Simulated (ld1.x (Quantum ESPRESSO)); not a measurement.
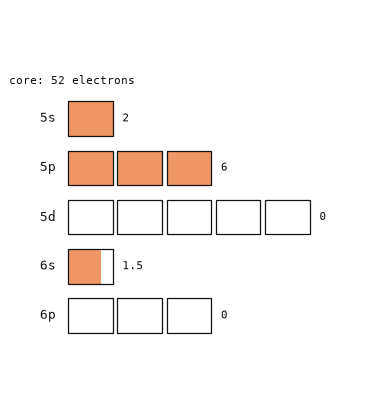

Figure 1. The valence shells of the reference configuration: a box for each of the 2l + 1 orbitals, shaded by the share of the shell that is filled, with the electron count at the right. The shells are those of the unaltered input.

# Pseudopotential generation, with input and output: Sm

Samarium (Sm, Z = 62), core [Kr] 4d10 4f6, reference valence 5s2 5p6 5d0 6s1.5 6p0 (an ion of charge +0.5), valence charge 10. (This line and the method describe the unaltered input from which the odd one was made.) Computed at this level: TM potential, PBE, scalar-relativistic, made with ld1.x (Quantum ESPRESSO) 7.5.

**Input**
```
 &input
   title='Sm', zed=62., rel=1, dft='PBE', iswitch=3, xmin=-4.5,
   config='[Xe] 4f6 5d0 6s1.5 6p0',
   nld=3, rlderiv=3.85, eminld=-5.0, emaxld=5.0, deld=0.02
 /
 &inputp
   pseudotype=2, tm=.true., lloc=0,
   nlcc=.true., new_core_ps=.true., rcore=1.40,
   file_pseudopw='Sm.UPF', file_wfcaegen='ae.wfc', file_wfcncgen='nc.wfc', file_beta='beta', file_chi='chi'
 /
3
5P  2  1   6.00   0.00  2.40  2.40  0.0
5D  3  2   0.00   0.00  3.55  3.55  0.0
5S  1  0   2.00   0.00  2.50  2.50  0.0
 &test
   configts(1)='5s2 5p6 5d0 6s1.5 6p0'
 /
```

Command:
```bash
ld1.x < Sm.in > Sm.out
```

**The program's output**
```
     Program LD1 v.7.5
     --------------------------- All-electron run ----------------------------

     Sm
     scalar relativistic calculation

     atomic number is 62.00
     dft =PBE   lsd =0 sic =0 latt =0  beta=0.20 tr2=1.0E-14
     Exchange-correlation= PBE
                           (   1   4   3   4   0   0   0)
     mesh =1059 r(mesh) =  99.27220 a.u. xmin = -4.50 dx = 0.01250
     1 Ry =  13.60569312 eV, c = 137.03599908

     n l     nl                  e(Ry)          e(Ha)          e(eV)
     1 0     1S 1( 2.00)     -3430.6449     -1715.3224    -46676.3017
     2 0     2S 1( 2.00)      -560.7898      -280.3949     -7629.9334
     2 1     2P 1( 6.00)      -500.3002      -250.1501     -6806.9314
     3 0     3S 1( 2.00)      -123.0325       -61.5163     -1673.9425
     3 1     3P 1( 6.00)      -104.1190       -52.0595     -1416.6115
     4 0     4S 1( 2.00)       -24.6168       -12.3084      -334.9283
     4 1     4P 1( 6.00)       -18.4014        -9.2007      -250.3637
     3 2     3D 1(10.00)       -78.5067       -39.2533     -1068.1380
     5 0     5S 1( 2.00)        -3.3952        -1.6976       -46.1940
     5 1     5P 1( 6.00)        -1.9227        -0.9614       -26.1600
     4 2     4D 1(10.00)        -9.6795        -4.8398      -131.6967
     4 3     4F 1( 6.00)        -0.3949        -0.1975        -5.3731
     5 2     5D 1( 0.00)        -0.3171        -0.1585        -4.3138
     6 0     6S 1( 1.50)        -0.4353        -0.2176        -5.9225
     6 1     6P 1( 0.00)        -0.2333        -0.1167        -3.1743

     final scf error:  4.8E-15 reached in  33 iterations

     Etot =  -20853.021787 Ry,  -10426.510894 Ha, -283719.815123 eV

     Ekin =   22289.979352 Ry,   11144.989676 Ha,  303270.618778 eV
     Encl =  -50751.670338 Ry,  -25375.835169 Ha, -690511.652100 eV
     Eh   =    8079.021979 Ry,    4039.510990 Ha,  109920.693787 eV
     Exc  =    -470.352780 Ry,    -235.176390 Ha,   -6399.475587 eV

     normalization and overlap integrals

     s(1S/1S) =  1.000000  <r> =   0.0227  <r2> =    0.0007  r(max) =   0.0144
     s(2S/2S) =  1.000000  <r> =   0.0970  <r2> =    0.0111  r(max) =   0.0819
     s(2P/2P) =  1.000000  <r> =   0.0855  <r2> =    0.0089  r(max) =   0.0662
     s(3S/3S) =  1.000000  <r> =   0.2549  <r2> =    0.0743  r(max) =   0.2341
     s(3P/3P) =  1.000000  <r> =   0.2533  <r2> =    0.0743  r(max) =   0.2283
     s(4S/4S) =  1.000000  <r> =   0.5792  <r2> =    0.3785  r(max) =   0.5408
     s(4P/4P) =  1.000000  <r> =   0.6132  <r2> =    0.4277  r(max) =   0.5615
     s(3D/3D) =  1.000000  <r> =   0.2310  <r2> =    0.0627  r(max) =   0.1869
     s(5S/5S) =  1.000000  <r> =   1.4099  <r2> =    2.2375  r(max) =   1.2654
     s(5P/5P) =  1.000000  <r> =   1.6593  <r2> =    3.1328  r(max) =   1.4339
     s(4D/4D) =  1.000000  <r> =   0.6707  <r2> =    0.5221  r(max) =   0.5903
     s(4F/4F) =  1.000000  <r> =   1.0130  <r2> =    1.4355  r(max) =   0.6129
     s(5D/5D) =  1.000000  <r> =   3.0349  <r2> =   11.2572  r(max) =   2.1391
     s(6S/6S) =  1.000000  <r> =   4.0976  <r2> =   18.9536  r(max) =   3.5711
     s(6P/6P) =  1.000000  <r> =   5.4075  <r2> =   33.1046  r(max) =   4.6430

     ------------------------ End of All-electron run ------------------------

     --------------------- Generating NC pseudopotential ---------------------

      Generating local pot.: lloc=0, matching radius rcloc =   2.5000

      Computing core charge for nlcc:

       r > 1.42 : true rho core
      Core charge pseudized with two Bessel functions
      Integrated core pseudo-charge :  11.31

      Wfc   5P  rcut= 2.394  Using Troullier-Martins method

      Wfc   5D  rcut= 3.571  Using Troullier-Martins method

     ------------------- End of pseudopotential generation -------------------

     --------------------------- All-electron run ----------------------------

     Sm
     scalar relativistic calculation

     atomic number is 62.00
     dft =PBE   lsd =0 sic =0 latt =0  beta=0.20 tr2=1.0E-14
     Exchange-correlation= PBE
                           (   1   4   3   4   0   0   0)
     mesh =1059 r(mesh) =  99.27220 a.u. xmin = -4.50 dx = 0.01250
     1 Ry =  13.60569312 eV, c = 137.03599908

     n l     nl                  e(Ry)          e(Ha)          e(eV)
     1 0     1S 1( 2.00)     -3430.6449     -1715.3224    -46676.3017
     2 0     2S 1( 2.00)      -560.7898      -280.3949     -7629.9334
     2 1     2P 1( 6.00)      -500.3002      -250.1501     -6806.9314
     3 0     3S 1( 2.00)      -123.0325       -61.5163     -1673.9425
     3 1     3P 1( 6.00)      -104.1190       -52.0595     -1416.6115
     4 0     4S 1( 2.00)       -24.6168       -12.3084      -334.9283
     4 1     4P 1( 6.00)       -18.4014        -9.2007      -250.3637
     3 2     3D 1(10.00)       -78.5067       -39.2533     -1068.1380
     5 0     5S 1( 2.00)        -3.3952        -1.6976       -46.1940
     5 1     5P 1( 6.00)        -1.9227        -0.9614       -26.1600
     4 2     4D 1(10.00)        -9.6795        -4.8398      -131.6967
     4 3     4F 1( 6.00)        -0.3949        -0.1975        -5.3731
     5 2     5D 1( 0.00)        -0.3171        -0.1585        -4.3138
     6 0     6S 1( 1.50)        -0.4353        -0.2176        -5.9225
     6 1     6P 1( 0.00)        -0.2333        -0.1167        -3.1743

     final scf error:  4.8E-15 reached in  33 iterations

     Etot =  -20853.021787 Ry,  -10426.510894 Ha, -283719.815123 eV

     Ekin =   22289.979352 Ry,   11144.989676 Ha,  303270.618778 eV
     Encl =  -50751.670338 Ry,  -25375.835169 Ha, -690511.652100 eV
     Eh   =    8079.021979 Ry,    4039.510990 Ha,  109920.693787 eV
     Exc  =    -470.352780 Ry,    -235.176390 Ha,   -6399.475587 eV

     normalization and overlap integrals

     s(1S/1S) =  1.000000  <r> =   0.0227  <r2> =    0.0007  r(max) =   0.0144
     s(2S/2S) =  1.000000  <r> =   0.0970  <r2> =    0.0111  r(max) =   0.0819
     s(2P/2P) =  1.000000  <r> =   0.0855  <r2> =    0.0089  r(max) =   0.0662
     s(3S/3S) =  1.000000  <r> =   0.2549  <r2> =    0.0743  r(max) =   0.2341
     s(3P/3P) =  1.000000  <r> =   0.2533  <r2> =    0.0743  r(max) =   0.2283
     s(4S/4S) =  1.000000  <r> =   0.5792  <r2> =    0.3785  r(max) =   0.5408
     s(4P/4P) =  1.000000  <r> =   0.6132  <r2> =    0.4277  r(max) =   0.5615
     s(3D/3D) =  1.000000  <r> =   0.2310  <r2> =    0.0627  r(max) =   0.1869
     s(5S/5S) =  1.000000  <r> =   1.4099  <r2> =    2.2375  r(max) =   1.2654
     s(5P/5P) =  1.000000  <r> =   1.6593  <r2> =    3.1328  r(max) =   1.4339
     s(4D/4D) =  1.000000  <r> =   0.6707  <r2> =    0.5221  r(max) =   0.5903
     s(4F/4F) =  1.000000  <r> =   1.0130  <r2> =    1.4355  r(max) =   0.6129
     s(5D/5D) =  1.000000  <r> =   3.0349  <r2> =   11.2572  r(max) =   2.1391
     s(6S/6S) =  1.000000  <r> =   4.0976  <r2> =   18.9536  r(max) =   3.5711
     s(6P/6P) =  1.000000  <r> =   5.4075  <r2> =   33.1046  r(max) =   4.6430

     ------------------------ End of All-electron run ------------------------

     Computing logarithmic derivative in   3.87341

       Warning: n=2, l=1 expected 0 nodes, found 1
       Setting wfc to zero for this iteration
       (This warning will only be printed once per wavefunction)

     Computing logarithmic derivative in   3.87341
     Computing the partial wave expansion
       no projector for channel:   0
     R is outside the sphere for l=    1 j= 0.00
     R is outside the sphere for l=    2 j= 0.00

     ---------------------- Testing the pseudopotential ----------------------

     Sm
     scalar relativistic calculation

     atomic number is 62.00   valence charge is 10.00
     dft =PBE   lsd =0 sic =0 latt =0  beta=0.20 tr2=1.0E-14
     mesh =1059 r(mesh) =  99.27220 xmin = -4.50 dx = 0.01250

     n l     nl             e AE (Ry)        e PS (Ry)    De AE-PS (Ry)
     1 0     5S   1( 2.00)       -3.39520       -3.39519       -0.00000
     2 1     5P   1( 6.00)       -1.92272       -1.92272        0.00000
     3 2     5D   1( 0.00)       -0.31706       -0.31706        0.00000
     2 0     6S   1( 1.50)       -0.43530       -0.56288        0.12758  !
     3 1     6P   1( 0.00)       -0.23330       -0.22008       -0.01322  !

     eps = 5.7E-15  iter = 21

     Etot =  -20853.021787 Ry,  -10426.510894 Ha, -283719.815123 eV
     Etotps =   -79.799642 Ry,     -39.899821 Ha,   -1085.729442 eV

     Ekin =      16.059738 Ry,       8.029869 Ha,     218.503866 eV
     Encl =    -113.529951 Ry,     -56.764976 Ha,   -1544.653680 eV
     Ehrt =      45.643689 Ry,      22.821844 Ha,     621.014024 eV
     Ecxc =     -28.069410 Ry,     -14.034705 Ha,    -381.903773 eV
     (Ecc =     -16.394354 Ry,      -8.197177 Ha,    -223.056552 eV)
     Epseu=       0.096292 Ry,       0.048146 Ha,       1.310120 eV

     ---------------------- End of pseudopotential test ----------------------
```

**Outcome**

- outcome: generated; the pseudo-atom misses its reference levels by up to 1.74 eV (6s, which has no pseudo-wave of its own); ld1.x warns of wrong node counts
- reference test: the pseudo-atom misses its own reference levels by up to 1.74 eV
- hardware: 1 CPU thread, shared host
- wall time: 0.85 s

**What is odd here**

One thing in this input was made odd on purpose: mesh start xmin=-4.5. The program ran to the end. The all-electron total energy moves by +1.2 Ry against the unaltered input (−20854.2588 Ry), a numerical error of the setting. The pseudo-atom misses the all-electron 6s level by 0.128 Ry, much as with the unaltered input. No test for ghost states or cutoffs was run on this potential, so its soundness isn't shown. ld1.x warns that it found 1 node in place of 0 for 5p. It picks states by counting nodes, so it can end on another state than the one meant. The reference test prints no difference at all for 5p, which can mean that ld1.x kept the all-electron value without solving for the state. The open f shell is frozen into the core, so the potential fits one valence alone and carries no f magnetism.
